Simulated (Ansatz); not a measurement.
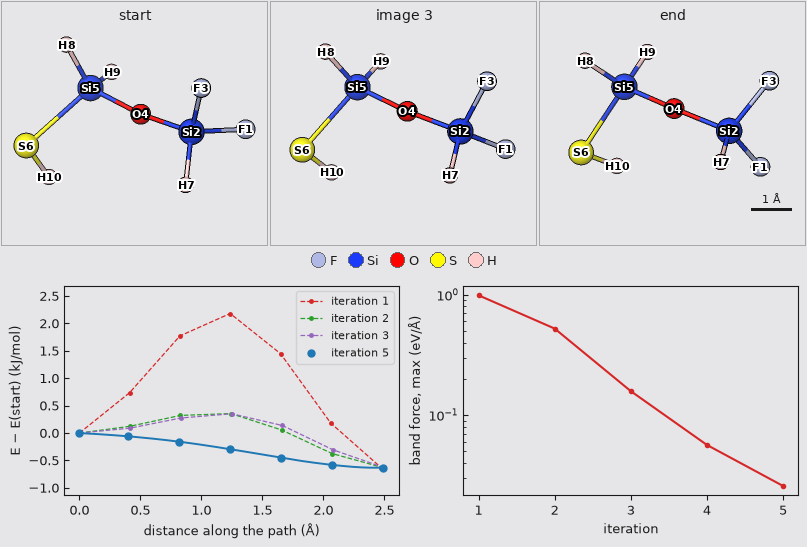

A search for the minimum-energy path of Si2H4SOF2 by the nudged elastic band. Images are numbered from 0 (start) to 6 (end). The plot follows the band through its iterations. Style: ball-and-stick. Shown at a tilt.

Computed with RKS PBE0/6-31G in Ansatz. Set-up: 5 movable images; climbing image; force threshold 0.05 eV/Å; iteration limit 38; starting path by image-dependent pair potential.

Did the band converge, and can the barrier be trusted?

The run is converged, with reservations. The band converged in 5 iterations. The largest component of the band force went from 0.99 to 0.026 eV/Å. The first iteration put the highest image at 2.18 kJ/mol. No barrier shows: the energy is highest at the start, and the end lies 0.63 kJ/mol below the start.

Cost: 4.1 min on 1 thread of Arm Neoverse N1 (shared host), peak memory 0.18 GiB.
